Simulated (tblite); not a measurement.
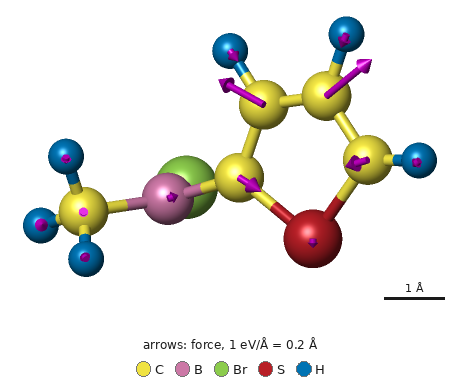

Starting geometry of C$_{5}$H$_{6}$BBrS with the computed forces as purple arrows. A ball-and-stick model, seen at a tilt.

Theory: GFN2-xTB geometry optimisation, gas phase (tblite). 

### Is this structure relaxed? If not, where do the atoms go?

It isn't relaxed: the largest force vector, on a C atom, is 5.91 eV/Å. The final displacements have little in common with the starting forces (cosine between the two patterns 0.07). Over 100 geometry steps the energy falls by 138.5 kJ/mol. The largest move after the best rigid fit is that of the Br atom, 1.80 Å. By element the largest moves are Br 1.80 Å, S 1.28 Å, H 1.26 Å, C 0.61 Å, B 0.60 Å. Near-neighbour distances that change, for instance: B–Br 1.994 → 1.892 Å, C–S 1.842 → 1.751 Å, C–S 1.787 → 1.708 Å, C–C 1.330 → 1.402 Å. Bond angles that change, for instance: C–C–S 100.0° → 112.4°, S–C–H 131.7° → 119.5°, B–C–S 133.0° → 121.7°. Groups turn about B–C by about 85°, B–C by about 35°. Cost: 3.1 s on 1 thread of Intel(R) Xeon(R) Processor @ 2.50GHz (shared host).
